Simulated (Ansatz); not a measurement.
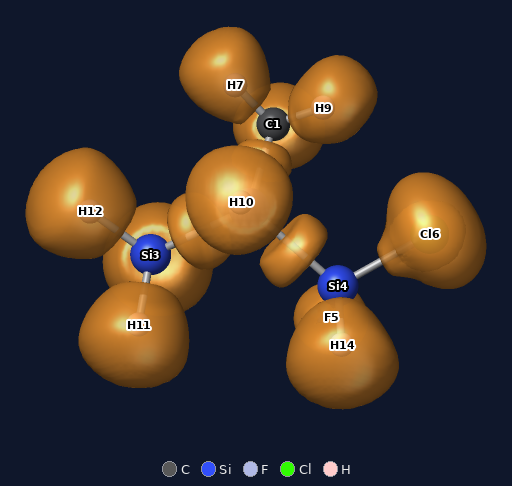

Figure 1: CH8ClFSi3 (SMILES C[SiH]([SiH3])[SiH](F)Cl). Isosurface of the electron localisation function at 0.8 (orange), seen across its widest extent. Only the valence region is drawn (cores and ρ < 0.01 e/Å³ removed).

Computed with Ansatz 0.2.0, RKS PBE/def2-SVP.

```xyz
14

C    -0.0830   -1.9146    0.3664
Si    0.4750   -0.1004    0.4354
Si    1.3601    0.6584   -1.6141
Si   -1.3746    1.2511    0.9722
F    -2.2424    1.5240   -0.3969
Cl   -2.6044    0.2168    2.3047
H     0.7845   -2.5896    0.2243
H    -0.7904   -2.0703   -0.4723
H    -0.5982   -2.1881    1.3089
H     1.4918    0.1114    1.5317
H     1.6419    2.1359   -1.5476
H     2.6417   -0.0616   -1.9445
H     0.3672    0.4041   -2.7167
H    -1.0821    2.5938    1.5773
```

### Identify the bonds, lone pairs and shells in this picture.

At this value the surface marks out one region between bonded C–Si atoms (shared pairs), two regions between bonded Si–Si atoms (shared pairs), eight regions around hydrogen nuclei, one region on Cl in which the atom's valence shell and bonds are merged and one region wrapped around F (its lone pairs, merged into a ring or cap). Along the contacts the grid gives the following. Si–F (1.64 Å): the ELF peaks at about 0.85 in the valence shell of F, 0.6 Å from its nucleus, and is about 0.45 at the midpoint. C–Si (1.90 Å): the ELF peaks at about 0.95 between the atoms; a covalent bond.
